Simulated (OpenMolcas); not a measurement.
Run report: SiH⁺, relativistic diatomic calculation (part 2 of 2)

Continued. System: SiH⁺. Method: SA-CASSCF(4,5)/XMS-CASPT2 + RASSI spin-orbit (X2C scalar, AMFI), ANO-RCC-VTZP (OpenMolcas).

### Log (extracts), continued
```
++ Dipole transition strengths (spin-free states):
     for osc. strength at least  1.00000000E-05
      From   To        Osc. strength     Einstein coefficients Ax, Ay, Az (sec-1)    Total A (sec-1)
         1    9       1.23424642E-02  6.49742567E+06  1.63854743E+01  0.00000000E+00  6.49744206E+06
         1   10       1.23424639E-02  1.63854979E+01  6.49742649E+06  0.00000000E+00  6.49744288E+06
         1    4       7.56388681E-03  0.00000000E+00  0.00000000E+00  2.39712461E+07  2.39712461E+07
         5   11       6.22256408E-03  4.12005113E+06  4.61693549E+03  0.00000000E+00  4.12466806E+06
         5   12       7.80161259E-03  8.94914289E+03  7.96469086E+06  0.00000000E+00  7.97364000E+06
         5    7       2.21554176E-02  0.00000000E+00  0.00000000E+00  2.72970738E+07  2.72970738E+07
         5    8       9.31327106E-03  0.00000000E+00  0.00000000E+00  1.14746228E+07  1.14746228E+07
         6   11       6.22256381E-03  4.61693507E+03  4.12005076E+06  0.00000000E+00  4.12466770E+06
         6   12       7.80161273E-03  7.96469070E+06  8.94914313E+03  0.00000000E+00  7.97363984E+06
         6    7       9.31327053E-03  0.00000000E+00  0.00000000E+00  1.14746212E+07  1.14746212E+07
         6    8       2.21554178E-02  0.00000000E+00  0.00000000E+00  2.72970743E+07  2.72970743E+07
         9    2       2.86817304E-02  9.33713287E+06  9.30642453E+06  0.00000000E+00  1.86435574E+07
         9    3       2.86817316E-02  9.30642417E+06  9.33713584E+06  0.00000000E+00  1.86435600E+07
         9    4       6.32012444E-02  7.02992551E+07  1.77283445E+02  0.00000000E+00  7.02994323E+07
        10    2       2.86817335E-02  9.30642271E+06  9.33713428E+06  0.00000000E+00  1.86435570E+07
        10    3       2.86817350E-02  9.33713401E+06  9.30642574E+06  0.00000000E+00  1.86435598E+07
        10    4       6.32012275E-02  1.77283806E+02  7.02992292E+07  0.00000000E+00  7.02994065E+07
        11    7       9.99113452E-05  6.41663409E+03  2.32699086E+03  0.00000000E+00  8.74362495E+03
        11    8       9.99113568E-05  2.32699111E+03  6.41663643E+03  0.00000000E+00  8.74362754E+03
        12    7       3.51058357E-04  9.15159649E+02  2.52712517E+03  0.00000000E+00  3.44228482E+03
        12    8       3.51058448E-04  2.52712713E+03  9.15160438E+02  0.00000000E+00  3.44228757E+03
 Electric-quadrupole - electric-quadrupole not included
 Electric-dipole - electric-octupole not included
 Electric-dipole - magnetic-quadrupole not included
   Eigenvalues of complex Hamiltonian:
  (Shifted by EMIN (a.u.) =       -289.8738486688)
 SO State       Relative EMIN(au)   Rel lowest level(eV)    D:o, cm**(-1)      Omega
     1            -0.0000030536        0.0000000000              0.0000         0.0
     2             0.0864282868        2.3519165895          18969.4866         0.0
     3             0.0864300832        2.3519654697          18969.8808         0.0
     4             0.0867970321        2.3619506599          19050.4168         1.0
     5             0.0867970355        2.3619507514          19050.4176         1.0
     6             0.0871719730        2.3721533202          19132.7068         2.0
     7             0.0871719730        2.3721533202          19132.7068         2.0
     8             0.1280036243        3.4832391560          28094.2185         1.0
     9             0.1280036337        3.4832394097          28094.2205         1.0
    10             0.2304283862        6.2703589121          50573.8553         0.0
    11             0.2304343980        6.2705225022          50575.1748         1.0
    12             0.2304343980        6.2705225022          50575.1748         1.0
    13             0.2651507787        7.2152033448          58194.5396         0.0
    14             0.2651526681        7.2152547602          58194.9543         1.0
    15             0.2651526681        7.2152547602          58194.9543         1.0
    16             0.2702343206        7.3535335675          59310.2481         2.0
    17             0.2702343274        7.3535337537          59310.2496         2.0
    18             0.2822559961        7.6806600225          61948.7009         0.0
    19             0.2822584497        7.6807267891          61949.2394         0.0
    20             0.2826242361        7.6906803446          62029.5202         1.0
    21             0.2826242408        7.6906804727          62029.5213         1.0
    22             0.2829912734        7.7006679375          62110.0756         2.0
    23             0.2829912734        7.7006679375          62110.0756         2.0
    24             0.3140705752        8.5463788249          68931.1939         0.0
    25             0.3168875332        8.6230321561          69549.4447         0.0
    26             0.3168878674        8.6230412513          69549.5181         1.0
    27             0.3168878674        8.6230412513          69549.5181         1.0
    28             0.3168888709        8.6230685560          69549.7383         2.0
    29             0.3168888709        8.6230685560          69549.7383         2.0
 Weights of the five most important spin-orbit-free states for each spin-orbit state.
 SO State  Total energy (au)           Spin-free states, spin, and weights
    1        -0.000003       1 0.0  1.0000    5 1.0  0.0000    6 1.0  0.0000    7 1.0  0.0000    8 1.0  0.0000
    2         0.086428       5 1.0  0.5000    6 1.0  0.5000   12 1.0  0.0000   13 2.0  0.0000    8 1.0  0.0000
    3         0.086430       5 1.0  0.5000    6 1.0  0.5000    1 0.0  0.0000   11 1.0  0.0000    4 0.0  0.0000
    4         0.086797       5 1.0  0.9999    9 0.0  0.0001   11 1.0  0.0000   12 1.0  0.0000   13 2.0  0.0000
    5         0.086797       6 1.0  0.9999   10 0.0  0.0001   11 1.0  0.0000   12 1.0  0.0000   13 2.0  0.0000
    6         0.087172       6 1.0  0.5000    5 1.0  0.5000    3 0.0  0.0000    2 0.0  0.0000   13 2.0  0.0000
    7         0.087172       6 1.0  0.5000    5 1.0  0.5000    2 0.0  0.0000    3 0.0  0.0000   13 2.0  0.0000
    8         0.128004       9 0.0  0.9999    5 1.0  0.0001   11 1.0  0.0000   12 1.0  0.0000    7 1.0  0.0000
    9         0.128004      10 0.0  0.9999    6 1.0  0.0001   11 1.0  0.0000   12 1.0  0.0000    8 1.0  0.0000
   10         0.230428      11 1.0  0.9999    4 0.0  0.0001    7 1.0  0.0000    8 1.0  0.0000    6 1.0  0.0000
   11         0.230434      11 1.0  1.0000    7 1.0  0.0000    8 1.0  0.0000   10 0.0  0.0000    9 0.0  0.0000
   12         0.230434      11 1.0  1.0000    7 1.0  0.0000    8 1.0  0.0000   10 0.0  0.0000    9 0.0  0.0000
   13         0.265151      12 1.0  0.9998    7 1.0  0.0001    8 1.0  0.0001   13 2.0  0.0000    6 1.0  0.0000
   14         0.265153      12 1.0  0.9999    7 1.0  0.0000    8 1.0  0.0000   13 2.0  0.0000   10 0.0  0.0000
   15         0.265153      12 1.0  0.9999    7 1.0  0.0000    8 1.0  0.0000   13 2.0  0.0000   10 0.0  0.0000
   16         0.270234       2 0.0  0.9998    7 1.0  0.0001    8 1.0  0.0001    5 1.0  0.0000    6 1.0  0.0000
   17         0.270234       3 0.0  0.9998    7 1.0  0.0001    8 1.0  0.0001    5 1.0  0.0000    6 1.0  0.0000
   18         0.282256       7 1.0  0.5000    8 1.0  0.5000    4 0.0  0.0000   11 1.0  0.0000    1 0.0  0.0000
   19         0.282258       7 1.0  0.4999    8 1.0  0.4999   12 1.0  0.0002   13 2.0  0.0000    6 1.0  0.0000
   20         0.282624       7 1.0  0.9999   12 1.0  0.0001   13 2.0  0.0000   11 1.0  0.0000    9 0.0  0.0000
   21         0.282624       8 1.0  0.9999   12 1.0  0.0001   13 2.0  0.0000   11 1.0  0.0000   10 0.0  0.0000
   22         0.282991       8 1.0  0.4999    7 1.0  0.4999    2 0.0  0.0002   13 2.0  0.0001    5 1.0  0.0000
   23         0.282991       8 1.0  0.4999    7 1.0  0.4999    3 0.0  0.0002   13 2.0  0.0001    5 1.0  0.0000
   24         0.314071       4 0.0  0.9999   11 1.0  0.0001    8 1.0  0.0000    7 1.0  0.0000    6 1.0  0.0000
   25         0.316888      13 2.0  1.0000    8 1.0  0.0000    7 1.0  0.0000   12 1.0  0.0000    6 1.0  0.0000
   26         0.316888      13 2.0  1.0000    8 1.0  0.0000    7 1.0  0.0000   12 1.0  0.0000    6 1.0  0.0000
   27         0.316888      13 2.0  1.0000    8 1.0  0.0000    7 1.0  0.0000   12 1.0  0.0000    6 1.0  0.0000
   28         0.316889      13 2.0  0.9999    8 1.0  0.0000    7 1.0  0.0000    6 1.0  0.0000    5 1.0  0.0000
   29         0.316889      13 2.0  0.9999    8 1.0  0.0000    7 1.0  0.0000    6 1.0  0.0000    5 1.0  0.0000
++ Dipole transition strengths (SO states):
        for osc. strength at least   1.00000000E-05
      From   To        Osc. strength     Einstein coefficients Ax, Ay, Az (sec-1)    Total A (sec-1)
         1    8       1.23421418E-02  6.49778848E+06  1.64344675E+01  0.00000000E+00  6.49780492E+06
         1    9       1.23421416E-02  1.64344912E+01  6.49778930E+06  0.00000000E+00  6.49780573E+06
         1   24       7.56446180E-03  0.00000000E+00  0.00000000E+00  2.39746271E+07  2.39746271E+07
         2   11       3.12512506E-03  1.04114710E+06  1.04113770E+06  0.00000000E+00  2.08228480E+06
         2   12       3.12512514E-03  1.04114713E+06  1.04113773E+06  0.00000000E+00  2.08228486E+06
         2   14       3.90138924E-03  2.00200805E+06  2.00202607E+06  0.00000000E+00  4.00403411E+06
         2   15       3.90138934E-03  2.00200809E+06  2.00202613E+06  0.00000000E+00  4.00403422E+06
         2   19       3.14584690E-02  0.00000000E+00  0.00000000E+00  3.87621301E+07  3.87621301E+07
         3   11       3.12506801E-03  1.04110213E+06  1.04109271E+06  0.00000000E+00  2.08219484E+06
         3   12       3.12506793E-03  1.04110211E+06  1.04109268E+06  0.00000000E+00  2.08219479E+06
         3   14       3.90119623E-03  2.00186873E+06  2.00188682E+06  0.00000000E+00  4.00375555E+06
         3   15       3.90119613E-03  2.00186869E+06  2.00188676E+06  0.00000000E+00  4.00375545E+06
         3   18       3.14631207E-02  0.00000000E+00  0.00000000E+00  3.87661792E+07  3.87661792E+07
         4   10       6.22401015E-03  4.12091213E+06  4.61725587E+03  0.00000000E+00  4.12552938E+06
         4   13       7.79958402E-03  8.94562966E+03  7.96267820E+06  0.00000000E+00  7.97162383E+06
         4   20       2.21507284E-02  0.00000000E+00  0.00000000E+00  2.72926019E+07  2.72926019E+07
         4   21       9.31120489E-03  0.00000000E+00  0.00000000E+00  1.14726259E+07  1.14726259E+07
         5   10       6.22400989E-03  4.61725546E+03  4.12091176E+06  0.00000000E+00  4.12552902E+06
         5   13       7.79958416E-03  7.96267805E+06  8.94562990E+03  0.00000000E+00  7.97162368E+06
         5   20       9.31120435E-03  0.00000000E+00  0.00000000E+00  1.14726243E+07  1.14726243E+07
         5   21       2.21507285E-02  0.00000000E+00  0.00000000E+00  2.72926024E+07  2.72926024E+07
         6   11       6.19496805E-03  2.04259654E+06  2.04261500E+06  0.00000000E+00  4.08521154E+06
         6   14       7.79883669E-03  3.96879327E+06  3.96875732E+06  0.00000000E+00  7.93755059E+06
         6   22       1.57290289E-02  0.00000000E+00  0.00000000E+00  1.93786618E+07  1.93786618E+07
         6   23       1.57327394E-02  0.00000000E+00  0.00000000E+00  1.93832332E+07  1.93832332E+07
         7   12       6.19496805E-03  2.04259654E+06  2.04261500E+06  0.00000000E+00  4.08521154E+06
         7   15       7.79883669E-03  3.96879327E+06  3.96875732E+06  0.00000000E+00  7.93755059E+06
         7   22       1.57327394E-02  0.00000000E+00  0.00000000E+00  1.93832332E+07  1.93832332E+07
         7   23       1.57290289E-02  0.00000000E+00  0.00000000E+00  1.93786618E+07  1.93786618E+07
         8   16       2.86727053E-02  9.33368201E+06  9.30289833E+06  0.00000000E+00  1.86365803E+07
         8   17       2.86727065E-02  9.30289797E+06  9.33368497E+06  0.00000000E+00  1.86365829E+07
         8   24       6.31945109E-02  7.02955160E+07  1.77794051E+02  0.00000000E+00  7.02956938E+07
         9   16       2.86727084E-02  9.30289651E+06  9.33368341E+06  0.00000000E+00  1.86365799E+07
         9   17       2.86727099E-02  9.33368314E+06  9.30289954E+06  0.00000000E+00  1.86365827E+07
         9   24       6.31944940E-02  1.77794414E+02  7.02954901E+07  0.00000000E+00  7.02956679E+07
        10   20       9.99103287E-05  6.41813714E+03  2.32753553E+03  0.00000000E+00  8.74567266E+03
        10   21       9.99103403E-05  2.32753578E+03  6.41813947E+03  0.00000000E+00  8.74567525E+03
        11   18       4.93514452E-05  2.12913720E+03  2.12912462E+03  0.00000000E+00  4.25826182E+03
        11   19       4.93261994E-05  2.12824958E+03  2.12823696E+03  0.00000000E+00  4.25648654E+03
        11   22       5.06069179E-05  2.24568339E+03  2.24569708E+03  0.00000000E+00  4.49138047E+03
        11   23       5.06187354E-05  2.24620
```

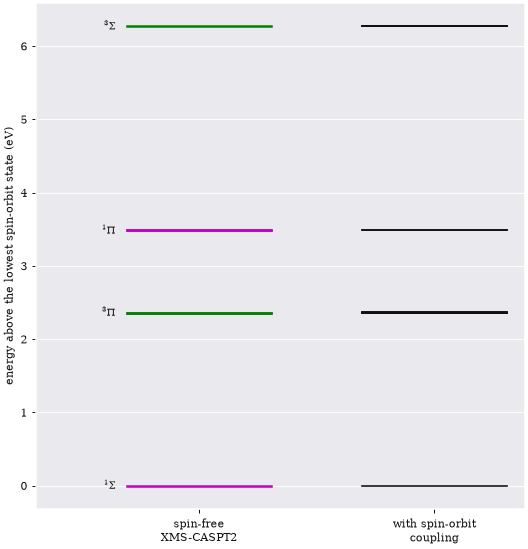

*States up to 6.8 eV at 1.533 Å, without spin-orbit coupling (left, a colour for each spin multiplicity) and with it (right, where close levels merge).*

The spin-free states run ¹Σ (0.00 eV), ³Π (2.36 eV), ¹Π (3.48 eV), ³Σ (6.27 eV) from the lowest. The lowest spin-orbit levels have |Ω| = 0 (0 cm⁻¹), 0 (18,969 cm⁻¹), 1 (19,050 cm⁻¹), 2 (19,133 cm⁻¹), 1 (28,094 cm⁻¹).

### Results in brief

| quantity | value |
| --- | --- |
| outcome | converged |
| lowest spin-free state | ¹Σ |
| lowest spin-orbit level | Ω = 0, −289.87385 hartree |
| next level | Ω = 0, 18,969 cm⁻¹ |
| hardware | 1 thread of Arm Neoverse V1, 24 GiB of memory available, shared host |
| wall time | 14 s |
